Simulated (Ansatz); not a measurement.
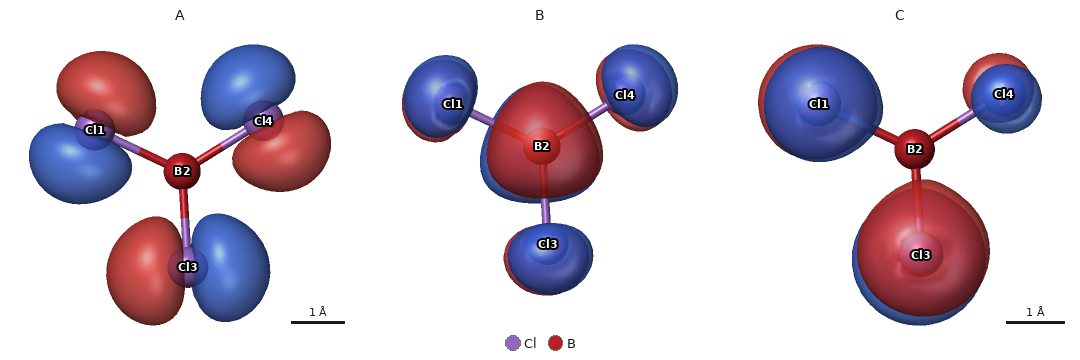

Figure. BCl₃ (SMILES ClB(Cl)Cl). Three frontier orbitals at ±0.1 Å⁻³ᐟ² (red and blue are the two phases), in no order.

All numbers below come from Ansatz 0.2.0, SCF B3LYP, Gaussian basis.

### Which picture is the HOMO−1, the HOMO and the LUMO?

C is the HOMO−1 (−9.49 eV). Its weight (Hirshfeld) is mainly on Cl3 (about 60 %), Cl1 (about 20 %) and Cl4 (about 20 %); it changes sign across the molecular plane (π type). A is the HOMO (−8.91 eV). Its weight (Hirshfeld) is mainly on Cl3 (about 40 %), Cl1 (about 30 %) and Cl4 (about 30 %); it is symmetric in the molecular plane (an in-plane orbital: σ, lone-pair or in-plane π type); largely a combination of lone pairs on Cl3, Cl1 and Cl4. B is the LUMO (−2.28 eV). It lies mainly on B2 (about 55 %), Cl1 (about 15 %), Cl4 (about 15 %) and Cl3 (about 15 %); it changes sign across the molecular plane (π type).

### What is the HOMO–LUMO gap?

6.63 eV between the orbital energies.
